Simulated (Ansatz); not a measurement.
# La2C (built on the sites of a database entry of Y2C): relaxing the cell for a phonon run

Task: relax La2C (built on the sites of a database entry of Y2C) tightly.

Calculated with Ansatz 0.2.0; DFT PBE, scalar-relativistic, plane waves, norm-conserving pseudopotentials.

The structure was built from a prototype and need not be the compound's stable phase.

## 1. Set-up

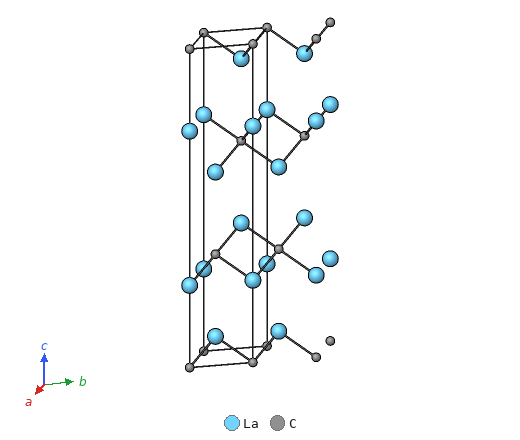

The starting structure, seen slightly off an axis (lanthanum blue, carbon grey). 1×2×1 cells are drawn. This picture shows the conventional cell, with its axes. Bonds to atoms that aren't drawn are left out. Some periodic images of atoms are drawn too.

## 2. A coarse first look

A quick single point on a coarse mesh tells whether the cell has a gap and how far it is from rest, which sets the k mesh and smearing that follow.

Contents of input.yaml:

```yaml
crystal:
  lattice:
    - [1.93738, 1.11854, 6.40086]
    - [-1.93738, 1.11854, 6.40086]
    - [0.0, -2.23709, 6.40086]
  atoms:
    - { symbol: La, position: [0.25793, 0.25793, 0.25793] }
    - { symbol: La, position: [0.74207, 0.74207, 0.74207] }
    - { symbol: C, position: [0.0, 0.0, 0.0] }
kpoints:
  mp_grid: { grid: [6, 6, 6] }
hamiltonian:
  xc: pbe
  pseudopotentials: { kind: nc }
scf:
  occupations: { method: gaussian, width: 0.1 }
output:
  forces: true
  stress: true
  eigenvalues: true
```

Launch:

```
ansatz run input.yaml --threads 8 --pin off --max-ram 14336MiB --backend cpu --events-out ev --progress --plain --runs-dir out
```

Numbers of over 12 decimals in the logs are rounded to 6 here.

What it wrote:

```text
[...]
--- Band table (eV; the first three rows and the last of 32) ---
  k-point 0: bands = [... 9 lower, 7.6732, 8.9161, 8.9161, 9.2451, 11.9974, 12.1352, 12.1665, 12.1665]
  k-point 1: bands = [... 9 lower, 8.1184, 8.3322, 9.0746, 10.1848, 11.2081, 11.8729, 12.0992, 12.3311]
  k-point 2: bands = [... 9 lower, 8.2536, 9.1967, 9.2988, 10.1614, 10.5909, 11.6024, 12.0246, 12.4987]
  k-point 31: bands = [... 9 lower, 7.4795, 8.9632, 8.9632, 10.1707, 10.8958, 11.8994, 12.1816, 12.2575]
[key lines of the parts left out:]
SCF converged after 9 iterations
Free energy (F): -2073.800103 eV
Fermi energy:    10.588311 eV
P = ⅓ Tr σ = -2.2170 GPa (-22.170 kbar)
```

It took 3.3 s on 8 threads of Arm Neoverse V2, shared host; peak memory 0.98 GiB.

Numbers from this step:

```yaml
pressure: -2.217 GPa
volume_per_atom: 27.74 Å³
gap_on_the_k_mesh: 0 eV
```

The coarse mesh shows no gap and a pressure of -2.2 GPa.

## 3. Rough relaxation

The start is far from rest, so a relaxation with loose tolerances brings it close first.

input.yaml, as its differences from that of step 2:

```diff
@@ -20 +20,6 @@
   eigenvalues: true
+relax:
+  adjacent_minimum: "off"
+  f_tol: 0.05
+  max_steps: 80
+  cell: { stress_tol: 0.5 }
```

What it wrote:

```text
[...]
Crystal: 3 atoms, lattice volume = 83.226 Å³
Basis set: ecut = 1496.626244 eV, 10985 PW (Γ), FFT grids on a1−a3, a2−a3, a3, exchange–correlation on 100×100×180 points (8 copies of the dense FFT grid, shifted against one another)
Bands: 17, of which v1, the nominal top of the filled ones, is band 13 counted from 1 (12 counted from 0)
Symmetry: 12 space group operations
[...]
cell:  # Å, volume = 84.0436 Å³
    - [1.869302, 1.079240, 6.943127]
    - [-1.869302, 1.079240, 6.943127]
    - [0, -2.158486, 6.943126]
  atoms:
    - { symbol: La, position: [0.264118, 0.264118, 0.264118] }
    - { symbol: La, position: [0.735882, 0.735882, 0.735882] }
    - { symbol: C, position: [1.2045077114165546e-19, 1.204507711416555e-19, 1.2045062518097086e-19] }
[key lines of the parts left out:]
SCF converged after 6 iterations
Free energy (F): -2073.987200 eV
Fermi energy:    10.375158 eV
P = ⅓ Tr σ = -0.0448 GPa (-0.448 kbar)
```

Elapsed: 23 s, on 8 threads; peak memory 1.1 GiB.

Relaxation path:

```
step  energy less that of the first step (eV)  largest force component (eV/Å)  pressure (GPa)  volume (Å³)
   1                                   0.0000                          0.7654           -2.22        83.23
   2                                   0.1441                          2.0048            5.13        81.35
   3                                  -0.1197                          0.1747           -0.70        82.88
   4                                  -0.1676                          0.0498            0.26        82.57
   5                                  -0.1870                          0.0016           -0.05        84.04
  6*                                  -0.1871                          0.0024           -0.04        84.04
```

Relaxation steps marked * repeat the geometry before them on a plane-wave basis chosen anew for their cell, so energy and pressure can jump there. Relaxation step 2 was tried and not accepted.

Forces are held to the 12 operations that the run works with; a distortion that breaks them can't arise in this run.

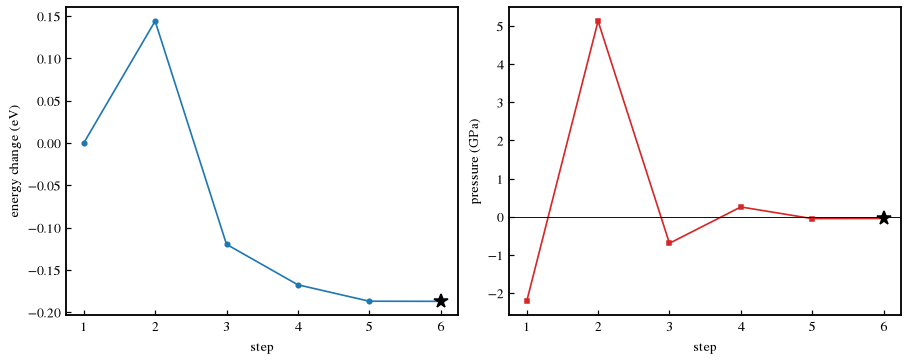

Energy and pressure along the relaxation. Stars mark steps on a basis chosen anew.

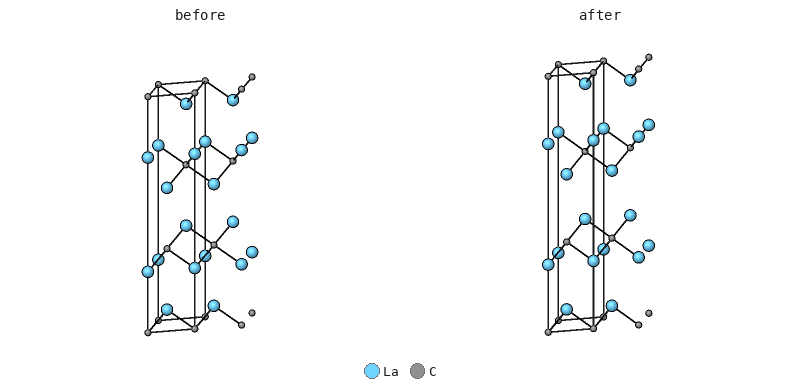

The structure before and after the relaxation, drawn at the same scale. Bonds to atoms that aren't drawn are left out.

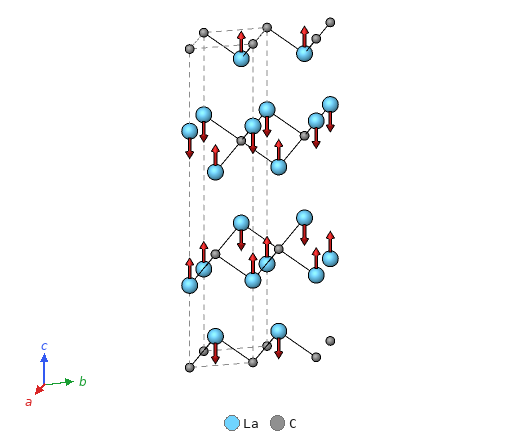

Displacements in the relaxation, exaggerated, measured against the changing cell; the longest in the cell stands for 0.13 Å. Bonds to atoms that aren't drawn are left out. 1×2×1 conventional cells are drawn. Some periodic images of atoms are drawn too.

```csv
"conventional cell, symmetrised",before,after,change
a (Å),3.875,3.739,-3.5 %
b (Å),3.875,3.739,-3.5 %
c (Å),19.203,20.829,+8.5 %
volume (Å³/atom),27.74,28.01,+1.0 %
```

The atoms that moved most (Å, as changes of fractional coordinates times the final cell):

```csv
atom,dx,dy,dz,length
La1,0.000,0.000,0.129,0.129
La2,0.000,0.000,-0.129,0.129
```

The relaxed structure:

```xyz
3
Lattice="1.8693 1.0792 6.9431 -1.8693 1.0792 6.9431 0.0000 -2.1585 6.9431" Properties=species:S:1:pos:R:3 pbc="T T T"
La    0.0000    0.0000    5.5014
La    0.0000    0.0000   15.3280
C     0.0000    0.0000    0.0000
```

Numbers from this step:

- pressure: -0.04484 GPa
- volume per atom: 28.01 Å³

In this step the volume went from 27.74 to 28.01 Å³/atom.

## 4. Bringing the structure to rest

The cell and atoms are relaxed, since residual forces and stress would shift the frequencies.

input.yaml, the sections that differ from step 3:

```yaml
crystal:
  lattice:
    - [1.8693018255, 1.0792401043, 6.943127253]
    - [-1.8693018255, 1.0792401043, 6.943127253]
    - [0.0, -2.1584856322, 6.9431264099]
  atoms:
    - { symbol: La, position: [0.2641181576, 0.2641181576, 0.2641181576] }
    - { symbol: La, position: [0.7358818424, 0.7358818424, 0.7358818424] }
    - { symbol: C, position: [0.0, 0.0, 0.0] }
kpoints:
  mp_grid: { grid: [12, 12, 12] }
relax:
  adjacent_minimum: "off"
  f_tol: 0.005
  max_steps: 80
  cell: { stress_tol: 0.05 }
# hamiltonian, scf, output: as in step 3
```

What it wrote:

```text
[...]
Crystal: 3 atoms, lattice volume = 84.044 Å³
Basis set: ecut = 1496.626244 eV, 11077 PW (Γ), FFT grids on a1−a3, a2−a3, a3, exchange–correlation on 96×96×192 points (8 copies of the dense FFT grid, shifted against one another)
Bands: 17, of which v1, the nominal top of the filled ones, is band 13 counted from 1 (12 counted from 0)
[... 1 set-up line as in the run before ...]
[...]
k-points: 189 of 1728
[...]
SCF iter   1: F=—  HF=-2075.425101 eV  |F-HF|=—  |Δ(HF+E_count)|=         —  Δρ=4.76e-2  dr2=9.22e0  ethr=3.10e-3  ⟨swp⟩=23.6  Hψ=46868  notcnv=0  defer=1
[...]
SCF iter  10: F=-2073.976791 eV  HF=-2073.976791 eV  |F-HF|=8.35e-10  |Δ(HF+E_count)|=   1.46e-8  Δρ=2.20e-6  dr2=4.33e-9  ethr=3.85e-10  ⟨swp⟩=41.7  Hψ=44507  notcnv=0
SCF 1 converged in 10 iterations: F = -2073.976791 eV  dr2 = 4.33e-9
relax step   1: F+E_penalty+E_count = -2073.97679101 eV  Δ(F+E_penalty+E_count) = +0.000e0 eV  max|allowed force component| = 5.187e-2 eV/Å  Δτ_max = 0.0000 Å  P = +0.060 GPa  Ω = 84.044 Å³  (10 SCF iters, dr2 threshold 1.00e-7 eV, accepted)
Crystal: 3 atoms, lattice volume = 83.141 Å³
Basis set: ecut = 1496.626244 eV, 10915 PW (Γ), FFT grids on a1−a3, a2−a3, a3, exchange–correlation on 96×96×192 points (8 copies of the dense FFT grid, shifted against one another)
[...]
SCF iter   7: F=-2073.955732 eV  HF=-2073.955732 eV  |F-HF|=1.24e-7  |Δ(HF+E_count)|=   6.47e-7  Δρ=1.12e-5  dr2=2.06e-7  ethr=1.15e-9  ⟨swp⟩=45.0  Hψ=49052  notcnv=0
SCF 2 converged in 7 iterations: F = -2073.955732 eV  dr2 = 2.06e-7
relax step   2: F+E_penalty+E_count = -2073.95573184 eV  Δ(F+E_penalty+E_count) = +2.106e-2 eV  max|allowed force component| = 5.078e-1 eV/Å  Δτ_max = 0.0443 Å  P = -0.749 GPa  Ω = 83.141 Å³  energy of the carried Pulay correction = +3.881e-6 eV  (7 SCF iters, dr2 threshold 3.00e-7 eV, rejected (line search))
Crystal: 3 atoms, lattice volume = 84.089 Å³
Basis set: ecut = 1496.626244 eV, 11065 PW (Γ), FFT grids on a1−a3, a2−a3, a3, exchange–correlation on 96×96×192 points (8 copies of the dense FFT grid, shifted against one another)
[...]
SCF iter   1: F=—  HF=-2073.992322 eV  |F-HF|=—  |Δ(HF+E_count)|=         —  Δρ=5.63e-3  dr2=1.29e-1  ethr=4.19e-4  ⟨swp⟩=1.4  Hψ=53477  notcnv=0  defer=9
eigensolver tolerance schedule calibrated: the retry pair's looser diagonalisation under-reported the residual by θ = 0.15 (0.18/decade); ethr = c·dr2/N_el runs at the constant in force after the calibration composes with the one it found (an armed cap, an earlier calibration), c = 3.2e-2
[...]
SCF iter   2: F=—  HF=-2073.980453 eV  |F-HF|=—  |Δ(HF+E_count)|=   1.19e-2  Δρ=2.20e-3  dr2=2.31e-2  ethr=1.59e-4  ⟨swp⟩=2.8  Hψ=4444  notcnv=0  defer=1
[...]
SCF iter  10: F=-2073.977199 eV  HF=-2073.977199 eV  |F-HF|=4.55e-13  |Δ(HF+E_count)|=  2.04e-10  Δρ=1.64e-7  dr2=2.08e-11  ethr=1.00e-12  ⟨swp⟩=45.9  Hψ=56526  notcnv=0
SCF 3 converged in 10 iterations: F = -2073.977199 eV  dr2 = 2.08e-11
relax step   3: F+E_penalty+E_count = -2073.97719861 eV  Δ(F+E_penalty+E_count) = -4.076e-4 eV  max|allowed force component| = 4.450e-3 eV/Å  Δτ_max = 0.0019 Å  P = -0.051 GPa  Ω = 84.089 Å³  energy of the carried Pulay correction = -1.936e-7 eV  (10 SCF iters, accepted)
[...]
relax step   4: F+E_penalty+E_count = -2073.97721825 eV  Δ(F+E_penalty+E_count) = -1.963e-5 eV  max|allowed force component| = 1.597e-3 eV/Å  Δτ_max = 0.0000 Å  P = -0.014 GPa  Ω = 84.031 Å³  energy of the carried Pulay correction = +5.504e-8 eV  (5 SCF iters, dr2 threshold 1.33e-8 eV, accepted)
[...]
SCF iter   9: F=-2073.977218 eV  HF=-2073.977218 eV  |F-HF|=1.32e-11  |Δ(HF+E_count)|=  4.09e-12  Δρ=1.42e-7  dr2=1.52e-11  ethr=1.00e-12  ⟨swp⟩=41.7  Hψ=46258  notcnv=0
SCF 5 converged in 9 iterations: F = -2073.977218 eV  dr2 = 1.52e-11
relax step   5: F+E_penalty+E_count = -2073.97721818 eV  Δ(F+E_penalty+E_count) = +6.249e-8 eV  max|allowed force component| = 1.576e-3 eV/Å  Δτ_max = 0.0000 Å  P = -0.014 GPa  Ω = 84.031 Å³  stress off target by 2.60e-2 GPa  SCF on the basis re-selected at this cell (its energy is not comparable with the rows above)  (9 SCF iters)
basis re-selected at this cell: Δ(F+E_penalty+E_count) = +6.249e-8 eV, ΔP = +0.000 GPa vs the last step (what re-selecting the basis moved, of the pressure what is left beyond the Pulay correction that the steps carried, after the strain that the cell walked since its last selection, with what the two solves' SCF thresholds leave and, on support functions, any second-order correction that the steps lacked; it is no m [...]
SCF converged after 9 iterations
Free energy (F): -2073.977218 eV
[...]
Internal energy: -2073.968669 eV  (E = F + TS)
E sigma→0 (E₀):  -2073.972943 eV
Entropy (-TS):   -0.008550 eV (-2.850 meV/atom)
Fermi energy:    10.493654 eV
[...]
--- Forces (eV/Å), atoms counted from 1 ---
  atom   1  La     0.00000000    -0.00000000     0.00157573
  atom   2  La     0.00000000     0.00000000    -0.00157573
  atom   3  C     -0.00000000     0.00000000     0.00000000
  max |Σ_I F_I| component: 6.57e-32 eV/Å
--- Stress (GPa, compression-positive) ---
       -0.026011       0.000000       0.000000
        0.000000      -0.026011      -0.000000
        0.000000      -0.000000       0.011463
  P = ⅓ Tr σ = -0.0135 GPa (-0.135 kbar)
--- Band table (eV; the first three rows and the last of 189) ---
  k-point 0: bands = [... 9 lower, 7.3625, 8.7027, 8.7027, 9.0144, 11.3887, 11.7575, 12.2123, 12.2123]
  k-point 1: bands = [... 9 lower, 7.5286, 8.3307, 8.7512, 9.4659, 11.4226, 11.5012, 11.9955, 12.1860]
  k-point 2: bands = [... 9 lower, 7.8606, 8.1746, 8.8685, 9.8755, 10.9221, 11.6835, 11.7977, 12.0811]
  k-point 188: bands = [... 9 lower, 7.2132, 8.7164, 8.7164, 9.5719, 10.7106, 11.7430, 12.0579, 12.2217]
--- Relaxed structure (4 steps of the walk, 3 accepted, 1 SCFs on fresh bases) ---
[...]
cell:  # Å, volume = 84.0307 Å³
    - [1.866722, 1.077750, 6.961268]
    - [-1.866722, 1.077750, 6.961268]
    - [0, -2.155506, 6.961267]
  atoms:
    - { symbol: La, position: [0.264027, 0.264027, 0.264027] }
    - { symbol: La, position: [0.735973, 0.735973, 0.735973] }
    - { symbol: C, position: [0, 0, 0] }
```

The job ended after 1.7 min (8 threads; peak memory 1.9 GiB).

Relaxation path:

| step | energy less that of the first step (eV) | largest force component (eV/Å) | pressure (GPa) | volume (Å³) |
| --- | --- | --- | --- | --- |
| 1 | 0.0000 | 0.0519 | 0.06 | 84.04 |
| 2 | 0.0211 | 0.5078 | -0.75 | 83.14 |
| 3 | -0.0004 | 0.0044 | -0.05 | 84.09 |
| 4 | -0.0004 | 0.0016 | -0.01 | 84.03 |
| 5* | -0.0004 | 0.0016 | -0.01 | 84.03 |

Relaxation steps marked * repeat the geometry before them on a plane-wave basis chosen anew for their cell, so energy and pressure can jump there. Relaxation step 2 was tried and not accepted.

The run keeps the 12 symmetry operations that it works with, so distortions that break them were not tested.

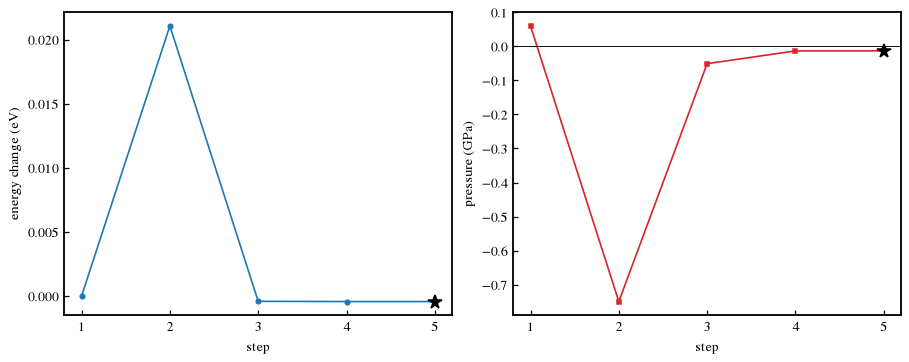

Energy and pressure along the relaxation. Stars mark steps on a basis chosen anew.

```
conventional cell, symmetrised  before   after  change
                         a (Å)   3.739   3.733  -0.1 %
                         b (Å)   3.739   3.733  -0.1 %
                         c (Å)  20.829  20.884  +0.3 %
              volume (Å³/atom)   28.01   28.01  -0.0 %
```

Final coordinates:

```xyz
3
Lattice="1.8667 1.0778 6.9613 -1.8667 1.0778 6.9613 0.0000 -2.1555 6.9613" Properties=species:S:1:pos:R:3 pbc="T T T"
La    0.0000    0.0000    5.5139
La    0.0000    0.0000   15.3699
C     0.0000    0.0000    0.0000
```

Numbers from this step:

```
pressure : -0.01352 GPa
```

In this step the volume went from 28.01 to 28.01 Å³/atom.

## 5. Relaxing to small forces for the phonons

Phonons need a cell at rest on their own settings, so the relaxation is repeated with tight tolerances on forces and stress, using the mesh and the filling of the phonon run that follows.

input.yaml, the sections that differ from step 4:

```yaml
crystal:
  lattice:
    - [1.8667217045, 1.077750466, 6.9612680548]
    - [-1.8667217045, 1.077750466, 6.9612680548]
    - [0.0, -2.1555063698, 6.9612672129]
  atoms:
    - { symbol: La, position: [0.2640273413, 0.2640273413, 0.2640273413] }
    - { symbol: La, position: [0.7359726587, 0.7359726587, 0.7359726587] }
    - { symbol: C, position: [0.0, 0.0, 0.0] }
scf:
  occupations: { method: methfessel_paxton, width: 0.15 }
relax:
  adjacent_minimum: "off"
  f_tol: 0.001
  max_steps: 60
  cell: { stress_tol: 0.01 }
# kpoints, hamiltonian, output: as in step 4
```

What it wrote:

```text
[...]
Crystal: 3 atoms, lattice volume = 84.031 Å³
Basis set: ecut = 1496.626244 eV, 11059 PW (Γ), FFT grids on a1−a3, a2−a3, a3, exchange–correlation on 96×96×192 points (8 copies of the dense FFT grid, shifted against one another)
Bands: 17, of which v1, the nominal top of the filled ones, is band 13 counted from 1 (12 counted from 0)
[... 1 set-up line as in the run before ...]
[...]
--- Relaxed structure (4 steps of the walk, 3 accepted, 1 SCFs on fresh bases) ---
[...]
cell:  # Å, volume = 83.9938 Å³
    - [1.865677, 1.077147, 6.966004]
    - [-1.865677, 1.077147, 6.966004]
    - [0, -2.154300, 6.966003]
  atoms:
    - { symbol: La, position: [0.264053, 0.264053, 0.264053] }
    - { symbol: La, position: [0.735947, 0.735947, 0.735947] }
    - { symbol: C, position: [0, 0, 0] }
[key lines of the parts left out:]
SCF converged after 10 iterations
Free energy (F): -2073.971670 eV
Fermi energy:    10.505001 eV
P = ⅓ Tr σ = 0.0075 GPa (0.075 kbar)
```

Elapsed: 100 s, on 8 threads; peak memory 1.9 GiB.

Step by step:

```csv
step,energy less that of the first step (eV),largest force component (eV/Å),pressure (GPa),volume (Å³)
1,0.0000,0.0016,-0.03,84.03
2,0.0000,0.0066,0.03,83.93
3,0.0001,0.0307,0.08,84.00
4,0.0000,0.0001,0.01,83.99
5*,0.0000,0.0001,0.01,83.99
```

Relaxation steps marked * repeat the geometry before them on a plane-wave basis chosen anew for their cell, so energy and pressure can jump there. Relaxation step 3 was tried and not accepted.

The run keeps the 12 symmetry operations that it works with, so distortions that break them were not tested.

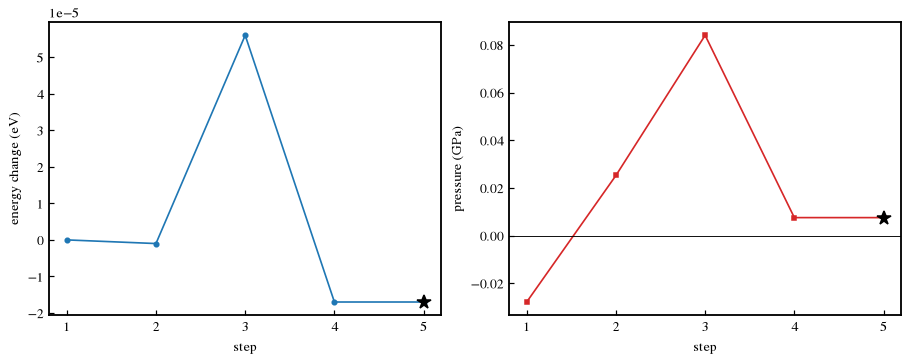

Energy and pressure along the relaxation. Stars mark steps on a basis chosen anew.

| conventional cell, symmetrised | before | after | change |
| --- | --- | --- | --- |
| a (Å) | 3.733 | 3.731 | -0.1 % |
| b (Å) | 3.733 | 3.731 | -0.1 % |
| c (Å) | 20.884 | 20.898 | +0.1 % |
| volume (Å³/atom) | 28.01 | 28.00 | -0.0 % |

The relaxed structure:

```
La C
1.0
     1.86568    1.07715    6.96600
    -1.86568    1.07715    6.96600
     0.00000   -2.15430    6.96600
La C
2 1
Cartesian
  0.0000 0.0000 5.5182
  0.0000 0.0000 15.3798
  0.0000 0.0000 0.0000
```

Numbers from this step:

- pressure: 0.007539 GPa
- volume per atom: 28.00 Å³

The largest force component left is 0.11 meV/Å and the pressure is 0.008 GPa, within the tolerances set. The cell now holds 28.00 Å³/atom.

## 6. What came out

```
space group after relaxation (within 0.01 Å) : R-3m
lattice constant a                           : 3.731 Å
lattice constant b                           : 3.731 Å
lattice constant c                           : 20.898 Å
volume per atom                              : 28.0 Å³
```

**Reading.** The largest force component left is 0.11 meV/Å and the pressure is 0.008 GPa, within the tolerances set. The cell now holds 28.00 Å³/atom. The relaxation keeps the symmetry of its start, so it says nothing on stability against lower symmetry. Spin-orbit coupling is left out, which can matter for the heavy elements here. The starting cell was built on a prototype and not taken from a measurement, so the phase need not exist.

[Logs are printed without paths, hosts, clocks, repeated set-up lines and the standing remarks that a program may print on its own settings, such as how far it seeks lower states.]

[Hosts, paths, dates, database ids (printed as entryN), source tags and the programs' standing remarks are cut or masked in the printed files.]
